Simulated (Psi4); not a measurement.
# doublet InNH3Cl+: levels of theory compared

We compute a comparison of 3 runs (UHF/STO-3G, UHSE06/def2-SVPD, UTPSSh/def2-SVPD) of doublet InNH3Cl+. 

The calculation is run with Psi4 1.11.

1 further run of the same task is left out (set aside as unsound or not needed).

### 1 The structure to begin with

The species is InNH3Cl+ (6 atoms), meant as a doublet with charge +1. SMILES of the parent species: `[NH2][InH][Cl]`. The coordinates come from a PBE0-D4/def2-TZVP relaxation. That shape belongs to the parent species and isn't relaxed for this state.

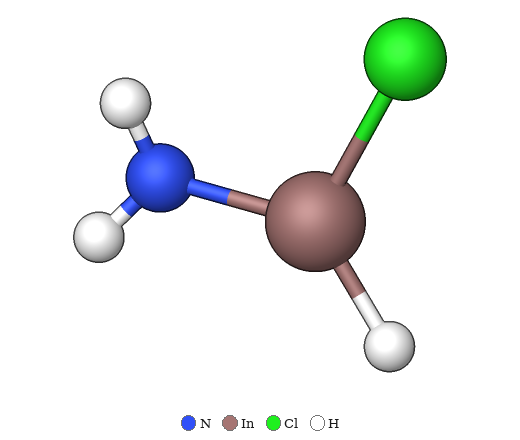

The structure, seen from a chosen angle (nitrogen blue, indium brown, chlorine green, hydrogen white).

### 2 A single-point energy at UHF/STO-3G (run 1)

The input, input.in:

```
memory 2200 MB

molecule m {
  1 2
  N     -1.020800     0.188100    -0.504100
  In     0.792100     0.148600     0.327900
  Cl     0.990800    -1.771000     1.649200
  H     -1.219400     0.761400    -1.308200
  H     -1.558200    -0.664500    -0.526800
  H      2.057500     1.273400     0.315800
  symmetry c1
}

set reference uhf
set puream true
set e_convergence 1e-09
set d_convergence 1e-08
set scf_type pk
set maxiter 100

energy_value, wavefunction = energy("scf/STO-3G", return_wfn=True)
oeprop(wavefunction, "MULLIKEN_CHARGES", "DIPOLE", "LOWDIN_CHARGES")
```

On the command line:

```sh
$ psi4 -n 1 input.in input.out
```

input.out:

```text
[...]
  Running in c1 symmetry.
[...]
  Nuclear repulsion =  348.328211132540332
[...]
  Multiplicity = 2
[...]
  Nalpha       = 38
  Nbeta        = 37
[...]
    Number of basis functions: 44
[...]
   @UHF iter   1: -6192.36878367822374   -3.15601e+00   1.66095e-02 ADIIS/DIIS
[...]
   @UHF iter  15: -6192.84237398049663    7.27596e-12   8.40228e-09 DIIS
[...]
   @S^2 Observed:                7.590876581E-01
[...]
  @UHF Final Energy: -6192.84237398049663
   => Energetics <=
    Nuclear Repulsion Energy =            348.3282111325403321
    One-Electron Energy =               -9251.3576049844705267
    Two-Electron Energy =                2710.1870198714327671
    Total Energy =                      -6192.8423739804966317
  UHF NO Occupations:
  HONO-2 :   36  A 1.9987117
  HONO-1 :   37  A 1.9978534
[...]
 Multipole Moments:
 ------------------------------------------------------------------------------------
     Multipole            Electronic (a.u.)      Nuclear  (a.u.)        Total (a.u.)
 ------------------------------------------------------------------------------------
 L = 1.  Multiply by 2.5417464519 to convert [e a0] to [Debye]
 Dipole X            :          2.5523030           -4.8978477           -2.3455447
 Dipole Y            :          4.4749093           -2.9129384            1.5619709
 Dipole Z            :         -1.6739403           -0.8517307           -2.5256710
 Magnitude           :                                                    3.7842234
[...]
```

Wall time 3.6 s (1 thread of Intel Xeon Platinum 8259CL at 2.50GHz (Skylake/Cascade Lake), shared host); peak memory 0.19 GiB.

### 3 Energy and forces at UHSE06/def2-SVPD (core potential) (run 2)

The input, clh3inn.xyz:

```xyz
6
ClH3InN
N     -1.020800     0.188100    -0.504100
In     0.792100     0.148600     0.327900
Cl     0.990800    -1.771000     1.649200
H     -1.219400     0.761400    -1.308200
H     -1.558200    -0.664500    -0.526800
H      2.057500     1.273400     0.315800
```

The input, calc.py:

```python
import psi4

psi4.set_memory(2200000000)
psi4.set_num_threads(1)
psi4.core.set_output_file('psi4.out', False)

with open('clh3inn.xyz') as f:
    atoms = ''.join(f.readlines()[2:])
molecule = psi4.geometry('1 2\n' + atoms + 'symmetry c1\nno_reorient\nno_com')

psi4.set_options({
    'reference': 'uks',
    'puream': True,
    'e_convergence': 1e-09,
    'd_convergence': 1e-08,
    'scf_type': 'pk',
    'dft_radial_points': 99,
    'dft_spherical_points': 590,
    'maxiter': 100,
})

energy_value, wavefunction = psi4.gradient('hse06/def2-SVPD', return_wfn=True)
psi4.oeprop(wavefunction, 'LOWDIN_CHARGES', 'MULLIKEN_CHARGES', 'DIPOLE')
print('gradient / Eh bohr^-1')
print(energy_value.np.round(6))
print(f'energy = {wavefunction.energy():.10f} Eh')
```

On the command line:

```sh
$ python calc.py
```

psi4.out:

```text
[...]
    !!!  WARNING: ECP capability is in beta. Please check occupations closely.  !!!
[...]
  Running in c1 symmetry.
[...]
  Nuclear repulsion =  168.696243349093237
[...]
  Multiplicity = 2
[...]
  Nalpha       = 24
  Nbeta        = 23
[...]
    Number of basis functions: 103
[...]
   @UKS iter   1:  -705.74350974676224   -2.89285e-01   8.88832e-03 DIIS/ADIIS
[...]
   @UKS iter  19:  -706.20900133647808   -1.12550e-11   8.25184e-09 DIIS
[...]
   @S^2 Observed:                7.600683553E-01
[...]
  @UKS Final Energy:  -706.20900133647808
   => Energetics <=
    Nuclear Repulsion Energy =            168.6962433490932369
    One-Electron Energy =               -1371.7489475141956063
    Two-Electron Energy =                 537.4087311277153276
    DFT Exchange-Correlation Energy =     -40.5650282990910824
    Empirical Dispersion Energy =           0.0000000000000000
    VV10 Nonlocal Energy =                  0.0000000000000000
    Total Energy =                       -706.2090013364780816
[...]
  -Total Gradient:
     Atom            X                  Y                   Z
    ------   -----------------  -----------------  -----------------
       1        0.025977180841     0.005777986782     0.018355090129
       2       -0.061181588180    -0.005318861258    -0.035537496795
       3        0.005457216441     0.001331035682     0.003524764643
       4        0.010106866883    -0.011760671437     0.010923615566
       5        0.016352338652     0.010775445086    -0.001676530854
       6        0.003255382169    -0.000801878160     0.004426321502
[...]
```

The script printed:

```text
gradient / Eh bohr^-1
[[ 0.025977  0.005778  0.018355]
 [-0.061182 -0.005319 -0.035537]
 [ 0.005457  0.001331  0.003525]
 [ 0.010107 -0.011761  0.010924]
 [ 0.016352  0.010775 -0.001677]
 [ 0.003255 -0.000802  0.004426]]
energy = -706.2090013365 Eh
```

It took 1.9 min on 1 thread of Intel Xeon Platinum 8259CL at 2.50GHz (Skylake/Cascade Lake), shared host; peak memory 0.97 GiB.

### 4 The energy at UTPSSh/def2-SVPD (core potential) (run 3)

The input, job.json:

```json
{
  "schema_name": "qcschema_input",
  "schema_version": 1,
  "molecule": {
    "schema_name": "qcschema_molecule",
    "schema_version": 2,
    "symbols": ["N", "In", "Cl", "H", "H", "H"],
    "geometry": [-1.92903243, 0.35545748, -0.95261094, 1.49685206, 0.2808133, 0.6196412, 1.87234064, -3.34670497, 3.11653632, -2.30433204, 1.43883747, -2.47213972, -2.94457125, -1.25572301, -0.99550772, 3.8881115, 2.40637725, 0.59677551],
    "molecular_charge": 1,
    "molecular_multiplicity": 2,
    "fix_symmetry": "c1",
    "fix_com": true,
    "fix_orientation": true
  },
  "driver": "energy",
  "model": {
    "method": "tpssh",
    "basis": "def2-SVPD"
  },
  "keywords": {
    "reference": "uks",
    "puream": true,
    "e_convergence": 1e-09,
    "d_convergence": 1e-08,
    "scf_type": "pk",
    "dft_radial_points": 99,
    "dft_spherical_points": 590,
    "maxiter": 100,
    "scf_properties": ["WIBERG_LOWDIN_INDICES", "LOWDIN_CHARGES", "QUADRUPOLE"]
  }
}
```

On the command line:

```sh
$ psi4 --qcschema job.json -n 1 --memory 2200MB
```

stdout:

```text
[...]
  Running in c1 symmetry.
[...]
  Nuclear repulsion =  168.696243483527411
[...]
  Multiplicity = 2
[...]
  Nalpha       = 24
  Nbeta        = 23
[...]
    Number of basis functions: 103
[...]
   @UKS iter   1:  -705.85367229181145   -2.06605e-01   9.22883e-03 DIIS/ADIIS
[...]
   @UKS iter  19:  -706.35757978364495   -5.45697e-12   7.86854e-09 DIIS
[...]
   @S^2 Observed:                7.593437850E-01
[...]
  @UKS Final Energy:  -706.35757978364495
   => Energetics <=
    Nuclear Repulsion Energy =            168.6962434835274109
    One-Electron Energy =               -1371.5852032973734822
    Two-Electron Energy =                 544.1284134356944833
    DFT Exchange-Correlation Energy =     -47.5970334054934341
    Empirical Dispersion Energy =           0.0000000000000000
    VV10 Nonlocal Energy =                  0.0000000000000000
    Total Energy =                       -706.3575797836449510
[...]
 Multipole Moments:
 ------------------------------------------------------------------------------------
     Multipole            Electronic (a.u.)      Nuclear  (a.u.)        Total (a.u.)
 ------------------------------------------------------------------------------------
 L = 1.  Multiply by 2.5417464519 to convert [e a0] to [Debye]
 Dipole X            :        -48.7047682           48.3996653           -0.3051028
 Dipole Y            :         46.3222188          -45.9192111            0.4030077
 Dipole Z            :        -57.0685518           56.4544341           -0.6141176
 Magnitude           :                                                    0.7953889
 L = 2.  Multiply by 1.3450342976 to convert [e a0^2] to [Debye ang]
 Quadrupole XX       :       -186.0878512          161.7941188          -24.2937325
 Quadrupole XY       :         93.0921067          -92.7594174            0.3326892
[...]
```

The result, in JSON:

```text
{
 "driver": "energy",
 "model": {
  "method": "tpssh",
  "basis": "def2-SVPD"
 },
 "success": true,
 "return_result": -706.357579783645,
 "properties": {
  "calcinfo_nbasis": 103,
  "calcinfo_nmo": 103,
  "calcinfo_nalpha": 24,
  "calcinfo_nbeta": 23,
  "calcinfo_natom": 6,
  "nuclear_repulsion_energy": 168.6962434835274,
  "return_energy": -706.357579783645,
  "scf_one_electron_energy": -1371.5852032973735,
  "scf_two_electron_energy": 544.1284134356945,
  "scf_xc_energy": -47.597033405493434,
  "scf_dipole_moment": [-0.30510284776323715, 0.4030077272371102, -0.6141176265554122],
  "scf_total_energy": -706.357579783645,
  "scf_iterations": 19
 }
}
```

Wall time 2.1 min (1 thread of Intel Xeon Platinum 8259CL at 2.50GHz (Skylake/Cascade Lake), shared host); peak memory 1.1 GiB.

### 5 The series

| run | level | task | core potential | energy (Eh) | HOMO energy (eV) | LUMO energy (eV) | ⟨S²⟩ | wall time |
| --- | --- | --- | --- | --- | --- | --- | --- | --- |
| 1 | UHF/STO-3G | energy | none | -6192.842374 | -14.16 | -3.64 | 0.759 | 3.6 s |
| 2 | UHSE06/def2-SVPD (core potential) | gradient | def2 | -706.209001 | -13.20 | -12.14 | 0.760 | 1.9 min |
| 3 | UTPSSh/def2-SVPD (core potential) | energy | def2 | -706.357580 | -13.12 | -12.17 | 0.759 | 2.1 min |

### 6 Results

```
                                 quantity          value
                      run 3: total energy  -706.35758 Eh
run 3: HOMO energy (highest over α and β)      -13.12 eV
 run 3: LUMO energy (lowest over α and β)      -12.17 eV
                              run 3: ⟨S²⟩          0.759
```

Totals of different functionals can't be ranked against each other. Some runs of one species differ in core potentials or relativity; totals across that change don't compare. In run 1 the basis is minimal, so the values are rough. In run 1 relativity is left out where basis or elements ask for it. All runs together took 4 min, the longest 2.1 min.
